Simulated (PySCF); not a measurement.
**C₃H₅F₃S₂: a changed input and its effect**

System: C₃H₅F₃S₂, SMILES CSCSC(F)(F)F.
Method of the first run: GIAO PBE0/pcSseg-1 NMR shielding, non-relativistic, gas phase (PySCF 2.14.0).

The geometry comes from this level: GFN2-xTB. Text and figures count atoms from 1; the logs count them from 0 in places.

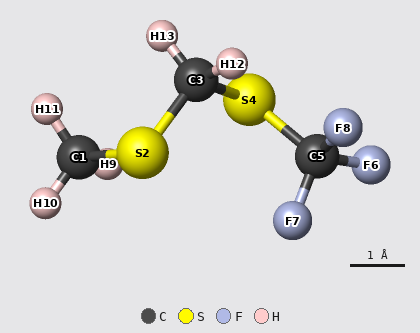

Fig. 1: The structure (ball-and-stick view, seen at a tilt; atoms are numbered from 1 in the order of the input).

The input, the first run:
```
{"job": {"kind": "nmr", "xc": "PBE0", "basis": "pcSseg-1"}, "charge": 0, "multiplicity": 1}
C      2.216391     0.646660    -0.288831
S      0.834949     0.749841     0.879938
C      0.057623    -0.839571     0.525097
S     -0.724249    -0.968581    -1.133632
C     -2.187110     0.081978    -0.839879
F     -3.063629    -0.092807    -1.822593
F     -1.887479     1.377542    -0.792175
F     -2.795137    -0.224596     0.307609
H      1.822497     0.474383    -1.286694
H      2.730654     1.600703    -0.249586
H      2.887534    -0.154792     0.007072
H     -0.701591    -1.021036     1.281179
H      0.805158    -1.629236     0.533520
```

The first line tells a small driver script what to run in PySCF; the rest is the geometry in Å.

Command:
```bash
OMP_NUM_THREADS=1 python <driver script> task.json out
```

Hardware: 1 CPU thread, shared host.

Output (the first run):
```
coarse grid: 12864 points
cycle   1  E = -1212.2520508364  dE =  1.103e+00  |g| = 8.979e-01  |ddm| = 3.268e+00
cycle   2  E = -1212.0883944908  dE =  1.637e-01  |g| = 1.390e+00  |ddm| = 1.148e+00
cycle   3  E = -1212.3962020156  dE = -3.078e-01  |g| = 4.710e-02  |ddm| = 6.861e-01
cycle   4  E = -1212.3966381749  dE = -4.362e-04  |g| = 2.529e-02  |ddm| = 8.660e-02
cycle   5  E = -1212.3967755774  dE = -1.374e-04  |g| = 7.861e-03  |ddm| = 3.150e-02
cycle   6  E = -1212.3967882596  dE = -1.268e-05  |g| = 2.191e-03  |ddm| = 7.614e-03
cycle   7  E = -1212.3967893805  dE = -1.121e-06  |g| = 3.973e-04  |ddm| = 2.170e-03
final grid: 118792 points
cycle   8  E = -1212.4669420999  dE = -3.501e-05  |g| = 9.263e-03  |ddm| = 2.294e-02
cycle   9  E = -1212.4669282769  dE =  1.382e-05  |g| = 1.221e-02  |ddm| = 1.559e-02
cycle  10  E = -1212.4669614017  dE = -3.312e-05  |g| = 7.684e-04  |ddm| = 9.021e-03
cycle  11  E = -1212.4669615227  dE = -1.210e-07  |g| = 2.620e-04  |ddm| = 9.122e-04
cycle  12  E = -1212.4669615378  dE = -1.510e-08  |g| = 6.879e-05  |ddm| = 2.589e-04
cycle  13  E = -1212.4669615388  dE = -9.725e-10  |g| = 2.186e-05  |ddm| = 6.293e-05
converged SCF energy = -1212.4669615388

GIAO shielding tensors (ppm)
atom      isotropic    diamagn.    paramagn.     s11        s22        s33       span
  0 C      167.278     251.520     -84.242    149.163    164.785    187.885     38.722
  1 S      511.636    1056.755    -545.119    378.286    453.053    703.568    325.282
  2 C      136.012     252.748    -116.737    102.762    146.226    159.047     56.285
  3 S      380.456    1055.492    -675.035    151.629    343.408    646.332    494.703
  4 C       45.761     244.778    -199.016     32.001     48.240     57.042     25.041
  5 F      230.650     467.863    -237.213    153.785    212.169    325.996    172.211
  6 F      216.834     475.714    -258.880    145.090    194.113    311.300    166.210
  7 F      232.630     474.273    -241.643    145.757    222.830    329.302    183.545
  8 H       29.009      30.461      -1.451     23.356     29.427     34.246     10.891
  9 H       29.712      29.005       0.708     24.707     26.364     38.066     13.359
 10 H       29.720      29.607       0.113     24.430     26.972     37.759     13.329
 11 H       27.111      30.599      -3.488     20.703     27.686     32.943     12.240
 12 H       28.111      30.928      -2.816     20.979     28.066     35.288     14.309
```

The input of the second run differs as follows (lines with − go, lines with + come):
```diff
-"xc": "PBE0"
-"basis": "pcSseg-1"
+"xc": "LC-wPBE"
+"basis": "Sadlej pVTZ"
+"pop": false
```

How does the second run compare with the first run?

The total energies belong to different models, so their difference says nothing on which is more stable or more accurate. The HOMO goes from −6.81 to −9.45 eV. The LUMO goes from −0.18 to 0.85 eV. The dipole moment goes from 2.55 to 2.61 D. Of all shieldings, the largest change is that of S2, by +30.0 ppm. The functional changes from PBE0 to LC-wPBE. The SCF takes 16 iterations against 13. The basis functions go from 175 to 253.

Output (the second run):
```
coarse grid: 12864 points
cycle   1  E = -1212.6590605042  dE =  1.345e+00  |g| = 1.046e+00  |ddm| = 1.039e+01
cycle   2  E = -1212.6687820053  dE = -9.722e-03  |g| = 1.153e+00  |ddm| = 2.524e+00
cycle   3  E = -1212.8850082979  dE = -2.162e-01  |g| = 6.602e-02  |ddm| = 1.471e+00
cycle   4  E = -1212.8860671136  dE = -1.059e-03  |g| = 3.275e-02  |ddm| = 2.625e-01
cycle   5  E = -1212.8863474584  dE = -2.803e-04  |g| = 8.431e-03  |ddm| = 6.745e-02
cycle   6  E = -1212.8863710930  dE = -2.363e-05  |g| = 2.559e-03  |ddm| = 3.986e-02
cycle   7  E = -1212.8863717288  dE = -6.359e-07  |g| = 1.065e-03  |ddm| = 8.282e-03
final grid: 118792 points
cycle   8  E = -1212.9106004790  dE = -9.623e-05  |g| = 1.194e-02  |ddm| = 1.355e-01
cycle   9  E = -1212.9106048501  dE = -4.371e-06  |g| = 9.999e-03  |ddm| = 3.725e-02
cycle  10  E = -1212.9106202960  dE = -1.545e-05  |g| = 1.155e-03  |ddm| = 1.476e-02
cycle  11  E = -1212.9106205373  dE = -2.413e-07  |g| = 2.954e-04  |ddm| = 1.744e-03
cycle  12  E = -1212.9106205631  dE = -2.577e-08  |g| = 1.100e-04  |ddm| = 1.037e-03
cycle  13  E = -1212.9106205677  dE = -4.679e-09  |g| = 2.821e-05  |ddm| = 3.885e-04
cycle  14  E = -1212.9106205705  dE = -2.732e-09  |g| = 1.055e-05  |ddm| = 1.275e-04
cycle  15  E = -1212.9106205683  dE =  2.140e-09  |g| = 3.569e-06  |ddm| = 4.260e-05
cycle  16  E = -1212.9106205683  dE = -5.457e-12  |g| = 1.302e-06  |ddm| = 1.468e-05
converged SCF energy = -1212.9106205683

GIAO shielding tensors (ppm)
atom      isotropic    diamagn.    paramagn.     s11        s22        s33       span
  0 C      186.730     107.933      78.797    167.108    182.911    210.172     43.064
  1 S      541.670    1047.631    -505.961    395.306    488.526    741.178    345.872
  2 C      154.598     102.449      52.149    129.292    163.185    171.318     42.026
  3 S      388.414    1052.027    -663.612    134.528    367.993    662.722    528.194
  4 C       53.087     271.831    -218.744     39.729     57.563     61.967     22.238
  5 F      246.233     450.086    -203.853    169.514    234.160    335.026    165.513
  6 F      233.059     453.388    -220.330    166.099    216.188    316.889    150.789
  7 F      246.737     453.875    -207.139    165.481    240.548    334.181    168.699
  8 H       29.308      10.244      19.064     23.293     29.617     35.014     11.721
  9 H       30.128      20.010      10.118     25.058     26.860     38.465     13.407
 10 H       30.074      20.946       9.128     24.893     27.260     38.067     13.174
 11 H       27.723      22.224       5.499     21.690     27.969     33.511     11.820
 12 H       28.599      21.922       6.677     21.860     28.311     35.627     13.768
```

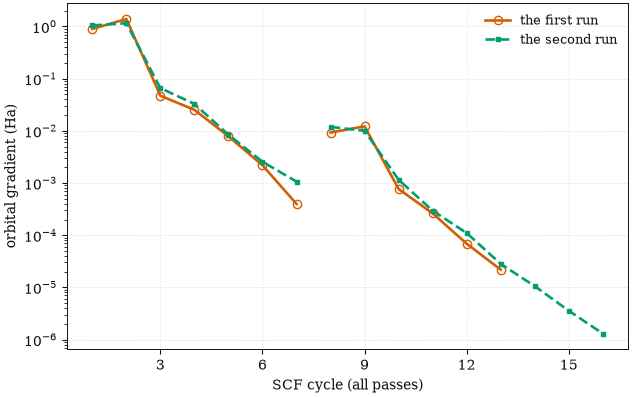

Fig. 2: Convergence of the two runs: orbital gradient against the SCF cycle. A break in a curve parts two SCF passes (coarse and final grid). The first run takes 13 cycles in all, and the second run takes 16.

The two runs side by side:

| quantity | the first run | the second run |
| --- | --- | --- |
| outcome | converged | converged |
| total energy (hartree) | −1212.466962 | −1212.910621 |
| HOMO (eV) | −6.81 | −9.45 |
| LUMO (eV) | −0.18 | 0.85 |
| dipole moment (D) | 2.55 | 2.61 |
| shielding of C1 (ppm) | 167.3 | 186.7 |
| shielding of S2 (ppm) | 511.6 | 541.7 |
| shielding of C3 (ppm) | 136.0 | 154.6 |
| shielding of S4 (ppm) | 380.5 | 388.4 |
| shielding of F6 (ppm) | 230.6 | 246.2 |
| shielding of F7 (ppm) | 216.8 | 233.1 |
| shielding of F8 (ppm) | 232.6 | 246.7 |
| SCF iterations | 13 | 16 |
| basis functions | 175 | 253 |
| wall time (shared host) | 43 s | 2.5 min |
